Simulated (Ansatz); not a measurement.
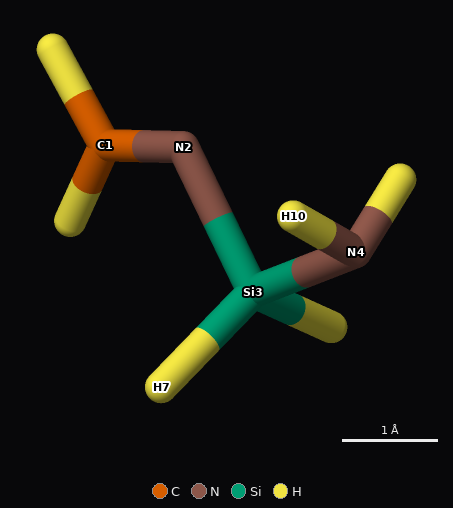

Figure 1. The structure as given in the input (stick view, seen at a tilt; atoms are numbered from 1 in the order of the input).

## Geometry relaxation, with input and output: CH6N2Si (part 1 of 2)

The run: geometry relaxation of CH6N2Si, SMILES C=N[SiH2]N. Method and program: RKS PBE-D4/def2-SVP (Ansatz 0.2.0).

The geometry: force-field start. Figures and captions count atoms from 1; the log counts them from 0 in places.

What the program printed:
```
Functional definition: PBE
  name "PBE"
  cite "Perdew, Burke & Ernzerhof, Phys. Rev. Lett. 77, 3865 (1996) doi:10.1103/PhysRevLett.77.3865"
  parent pbe
  parameter kappa = 0.804
  parameter beta = 0.06672455060314922
  exchange = pbe_x(kappa = kappa, mu = beta*pi^2/3)
  correlation = pbe_c(beta = beta)
1046 factors; their error is unknown
mean field evaluation 1: about -11964.5693 eV, gradient 7.6e1 eV
mean field evaluation 2: about -11889.6265 eV, gradient 1.6e2 eV
mean field evaluation 4: about -11976.0689 eV, gradient 1.8e1 eV
mean field evaluation 8: about -11976.8822 eV, gradient 8.4e-2 eV
mean field evaluation 16: about -11976.8128 eV, gradient 2.6e-5 eV
mean field -11976.81284228 eV, -440.1397537785 hartree, gradient 2.6e-5 eV, S^2 0.000000; 0 other end points of the search recorded, 0 dependent functions left out
the calculation of the forces begins
reference -11976.81287564 eV, -440.1397550043 hartree; 20, 20 occupied and 70, 70 virtual orbitals, 1046 factors
relax step   1: F+E_penalty+E_count = -11976.99903713 eV  Δ(F+E_penalty+E_count) = +0.000e0 eV  max|allowed force component| = 3.776e0 eV/Å  Δτ_max = 0.0000 Å  (26 SCF iters, accepted)
these checks for a lower state are left out or cut short: starts, cluster_reference, orbital_swaps, neighbouring_geometries, increment
1046 factors; their error is unknown
mean field -11977.48178412 eV, -440.1643369378 hartree, gradient 1.2e-5 eV, S^2 0.000000; 0 other end points of the search recorded, 0 dependent functions left out
[... from here on the field's lines of each further geometry are left out, up to the last ...]
relax step   2: F+E_penalty+E_count = -11977.66238469 eV  Δ(F+E_penalty+E_count) = -6.633e-1 eV  max|allowed force component| = 1.490e0 eV/Å  Δτ_max = 0.1976 Å  (29 SCF iters, accepted)
relax step   3: F+E_penalty+E_count = -11977.82268040 eV  Δ(F+E_penalty+E_count) = -1.603e-1 eV  max|allowed force component| = 5.373e-1 eV/Å  Δτ_max = 0.2000 Å  (28 SCF iters, accepted)
relax step   4: F+E_penalty+E_count = -11977.84805791 eV  Δ(F+E_penalty+E_count) = -2.538e-2 eV  max|allowed force component| = 4.810e-1 eV/Å  Δτ_max = 0.0679 Å  (30 SCF iters, accepted)
relax step   5: F+E_penalty+E_count = -11977.79660643 eV  Δ(F+E_penalty+E_count) = +5.145e-2 eV  max|allowed force component| = 8.819e-1 eV/Å  Δτ_max = 0.1626 Å  (34 SCF iters, rejected (line search))
relax step   6: F+E_penalty+E_count = -11977.85021294 eV  Δ(F+E_penalty+E_count) = -2.155e-3 eV  max|allowed force component| = 4.245e-1 eV/Å  Δτ_max = 0.0793 Å  (29 SCF iters, accepted)
relax step   7: F+E_penalty+E_count = -11977.87037665 eV  Δ(F+E_penalty+E_count) = -2.016e-2 eV  max|allowed force component| = 1.570e-1 eV/Å  Δτ_max = 0.1000 Å  (29 SCF iters, accepted)
relax step   8: F+E_penalty+E_count = -11977.87900004 eV  Δ(F+E_penalty+E_count) = -8.623e-3 eV  max|allowed force component| = 2.545e-1 eV/Å  Δτ_max = 0.1499 Å  (29 SCF iters, accepted)
relax step   9: F+E_penalty+E_count = -11977.89971565 eV  Δ(F+E_penalty+E_count) = -2.072e-2 eV  max|allowed force component| = 1.184e-1 eV/Å  Δτ_max = 0.1999 Å  (35 SCF iters, accepted)
relax step  10: F+E_penalty+E_count = -11977.91786051 eV  Δ(F+E_penalty+E_count) = -1.814e-2 eV  max|allowed force component| = 4.376e-1 eV/Å  Δτ_max = 0.2000 Å  (35 SCF iters, accepted)
relax step  11: F+E_penalty+E_count = -11977.93557507 eV  Δ(F+E_penalty+E_count) = -1.771e-2 eV  max|allowed force component| = 2.314e-1 eV/Å  Δτ_max = 0.2000 Å  (34 SCF iters, accepted)
relax step  12: F+E_penalty+E_count = -11977.87517955 eV  Δ(F+E_penalty+E_count) = +6.040e-2 eV  max|allowed force component| = 1.440e0 eV/Å  Δτ_max = 0.1971 Å  (34 SCF iters, rejected (line search))
relax step  13: F+E_penalty+E_count = -11977.94147985 eV  Δ(F+E_penalty+E_count) = -5.905e-3 eV  max|allowed force component| = 1.672e-1 eV/Å  Δτ_max = 0.0967 Å  (28 SCF iters, accepted)
relax step  14: F+E_penalty+E_count = -11977.94396162 eV  Δ(F+E_penalty+E_count) = -2.482e-3 eV  max|allowed force component| = 9.298e-2 eV/Å  Δτ_max = 0.0924 Å  (29 SCF iters, accepted)
relax step  15: F+E_penalty+E_count = -11977.94339396 eV  Δ(F+E_penalty+E_count) = +5.677e-4 eV  max|allowed force component| = 1.032e-1 eV/Å  Δτ_max = 0.0362 Å  (30 SCF iters, rejected (line search))
the calculation of the forces begins
reference -11977.76613232 eV, -440.1747865414 hartree; 20, 20 occupied and 70, 70 virtual orbitals, 1046 factors
relax step  16: F+E_penalty+E_count = -11977.94468192 eV  Δ(F+E_penalty+E_count) = -7.203e-4 eV  max|allowed force component| = 2.033e-2 eV/Å  Δτ_max = 0.0181 Å  (30 SCF iters, accepted)
1046 factors; their error is unknown
mean field evaluation 128: about -11977.8328 eV, gradient 2.3e-1 eV
```

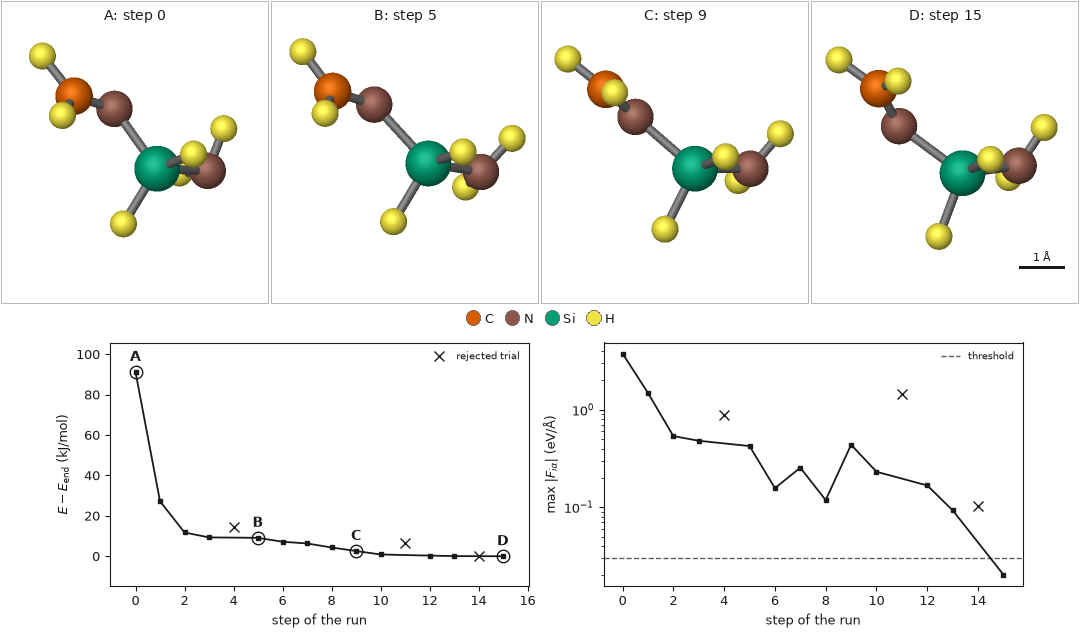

Figure 2. Frames of the relaxation (ball-and-stick view, seen at a tilt) above the curves, on which the letters mark them (the first geometry is step 0 here and step 1 in the log).

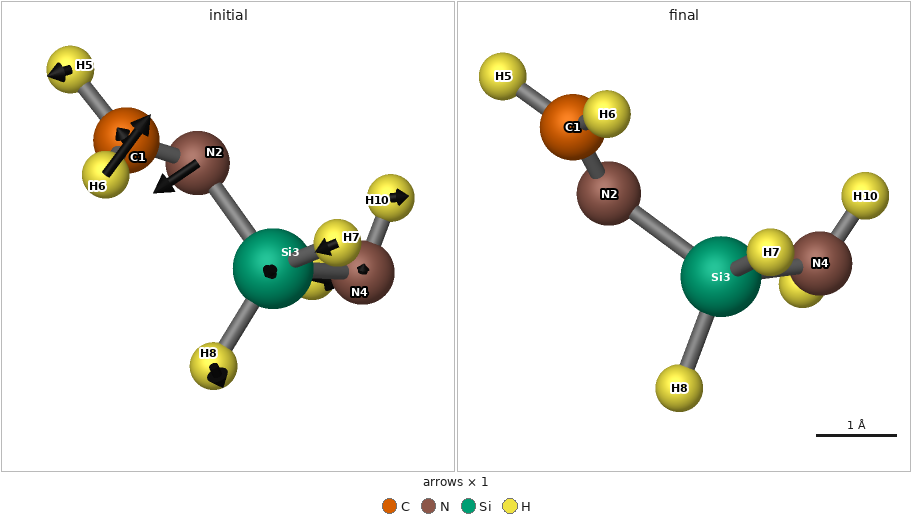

Figure 3. Before (left) and after (right) the relaxation, at one scale (ball-and-stick view, seen at a tilt). The black arrows give the displacements, at true length. H6 moves most after the best rigid fit: 0.96 Å. By element the largest moves are H 0.96 Å, N 0.68 Å, C 0.23 Å, Si 0.20 Å. Among the contacts that change: N2–Si3 1.705 → 1.780 Å, Si3–H8 1.437 → 1.500 Å, Si3–N4 1.790 → 1.736 Å, N4–H9 0.971 → 1.024 Å. Among the angles that change: Si3–N4–H9 100.6° → 118.1°, N2–Si3–N4 98.6° → 113.7°, C1–N2–Si3 113.6° → 123.9°. Over 15 geometry steps the energy falls by 91.2 kJ/mol. Largest force component: 3.8 eV/Å at the start, 0.02 eV/Å at the end. The line search rejected the trial steps at points 4, 11, 14 (counted from 0) and went back. (Atoms are counted from 1 in the order of the input.)

```
mean field -11977.76609742 eV, -440.1747852586 hartree, gradient 2.0e-5 eV, S^2 0.000000; 1 other end points of the search recorded, 0 dependent functions left out
the calculation of the forces begins
reference -11977.76613232 eV, -440.1747865414 hartree; 20, 20 occupied and 70, 70 virtual orbitals, 1046 factors
Total energy: -11977.94471682 eV, -440.1813494007 hartree
Atom 0 at    -1.782117     0.854291    -0.380923 Å, force     0.000628    -0.002537    -0.007634 eV/Å
Atom 1 at    -0.767532     0.212982    -0.804694 Å, force     0.005507    -0.011112     0.011468 eV/Å
Atom 2 at     0.322463    -0.726677     0.243526 Å, force    -0.014838     0.017326    -0.020327 eV/Å
Atom 3 at     1.988612    -0.254475     0.118344 Å, force     0.004125     0.005560     0.015968 eV/Å
Atom 4 at    -2.424462     1.436524    -1.085547 Å, force     0.001934    -0.000787     0.003498 eV/Å
Atom 5 at    -2.113476     0.893907     0.692827 Å, force    -0.001156     0.003753     0.003552 eV/Å
Atom 6 at    -0.076757    -0.580101     1.695113 Å, force     0.001222     0.000376     0.007218 eV/Å
Atom 7 at     0.205814    -2.144642    -0.231494 Å, force    -0.000239    -0.007609    -0.003278 eV/Å
Atom 8 at     2.458038    -0.377673    -0.782908 Å, force     0.003816     0.000702    -0.005928 eV/Å
Atom 9 at     2.272417     0.634664     0.538757 Å, force    -0.001000    -0.005670    -0.004536 eV/Å
Dipole moment:     0.055067     0.268242     0.061844 e Å
```

Trajectory as extended XYZ (Å, eV, eV/Å), 16 frames, from step=1 to step=16:
```
10
Properties=species:S:1:pos:R:3:forces:R:3 step=1 energy=-11976.99904
C    -1.5962    0.7145   -0.4070   -3.7764   2.8936  -1.7264
N    -0.3678    0.6418   -0.4796    1.0698   0.4927  -0.6374
Si    0.2957   -0.6311    0.4410    3.3611  -0.0378   0.8673
N     2.0236   -0.3659    0.0564   -0.6557  -1.6697   3.0861
H    -2.1350    1.5524   -1.0143    0.2947  -0.8206   0.5850
H    -2.3190    0.1289    0.1732   -0.3419  -0.7334   0.5693
H     0.1332   -0.3876    1.8953   -0.3070  -0.1426   0.3554
H    -0.0850   -1.9215   -0.0639   -0.5550  -1.1623  -0.2616
H     1.9940   -0.3794   -0.9136    0.3977   0.0429  -3.0428
H     2.1395    0.5967    0.3155    0.5128   1.1371   0.2050
10
Properties=species:S:1:pos:R:3:forces:R:3 step=2 energy=-11977.66238
C    -1.7219    0.7682   -0.4042   -1.0075   0.9397  -1.0435
N    -0.4607    0.6920   -0.5069   -0.3457   0.1378   0.0486
Si    0.3574   -0.5664    0.4024    1.4901  -0.2366   0.3877
N     2.1147   -0.4222    0.0922   -1.1457  -0.1303   0.5775
H    -2.2867    1.5553   -1.0020    0.2593  -0.3011   0.3581
H    -2.4178    0.1052    0.1670    0.1129  -0.1755   0.2647
H     0.1020   -0.3890    1.8727    0.0028   0.0170   0.0398
H    -0.1061   -1.9040   -0.0433   -0.1136  -0.3242  -0.1338
H     2.1741   -0.4400   -0.9259    0.3887  -0.0354  -0.5192
H     2.3281    0.5496    0.3511    0.3588   0.1085   0.0202
10
Properties=species:S:1:pos:R:3:forces:R:3 step=3 energy=-11977.82268
C    -1.8155    0.7795   -0.4290   -0.3756   0.0928   0.1002
N    -0.5514    0.7208   -0.5194    0.1718  -0.0181  -0.0964
Si    0.3625   -0.5262    0.3729    0.2312   0.0415  -0.0168
N     2.0869   -0.4300    0.1053    0.2649   0.5373  -0.3978
H    -2.4084    1.5455   -0.9917    0.0782  -0.0552   0.0221
H    -2.4326    0.1007    0.2206   -0.1393   0.0339  -0.0661
H     0.0959   -0.3440    1.8440    0.0615  -0.0110  -0.0012
H    -0.1074   -1.8728   -0.0967    0.0149  -0.0617  -0.0179
H     2.3602   -0.5049   -0.8920   -0.1692  -0.2488   0.2912
H     2.4930    0.4802    0.3888   -0.1384  -0.3107   0.1826
10
Properties=species:S:1:pos:R:3:forces:R:3 step=4 energy=-11977.84806
C    -1.8591    0.7975   -0.4147    0.0151  -0.2854  -0.0790
N    -0.5927    0.7181   -0.5236    0.0481  -0.0303   0.1259
Si    0.3748   -0.5106    0.3580   -0.1068   0.0230  -0.0433
N     2.0941   -0.4202    0.1028    0.3575   0.4764  -0.4810
H    -2.4417    1.5544   -0.9913    0.0200   0.0907   0.0212
H    -2.4930    0.1034    0.2057   -0.0247   0.1301   0.0125
H     0.1335   -0.3317    1.8336    0.0181   0.0106  -0.0022
H    -0.0799   -1.8693   -0.1084    0.0313   0.0131  -0.0054
H     2.4065   -0.5526   -0.8783   -0.1808  -0.0860   0.4206
H     2.5404    0.4598    0.4192   -0.1777  -0.3422   0.0308
10
Properties=species:S:1:pos:R:3:forces:R:3 step=5 energy=-11977.79661 accepted=F
C    -1.9148    0.7986   -0.4028   -0.0329  -0.0124   0.1177
N    -0.6459    0.7578   -0.4540    0.0772  -0.4115  -0.3740
Si    0.3567   -0.4962    0.3314    0.8819   0.5865   0.1852
N     2.0814   -0.3103    0.0425   -0.7543  -0.3959   0.1012
H    -2.4929    1.4677   -1.0800   -0.0358   0.2440   0.0552
H    -2.5578    0.1928    0.2905   -0.0457  -0.1146  -0.0510
H     0.1521   -0.3658    1.8162   -0.0222  -0.0881   0.0812
H    -0.0630   -1.8454   -0.1910    0.0587   0.0900  -0.0504
H     2.5052   -0.6642   -0.8130    0.0008  -0.0121  -0.1513
H     2.6621    0.4138    0.4632   -0.1276   0.1141   0.0864
```
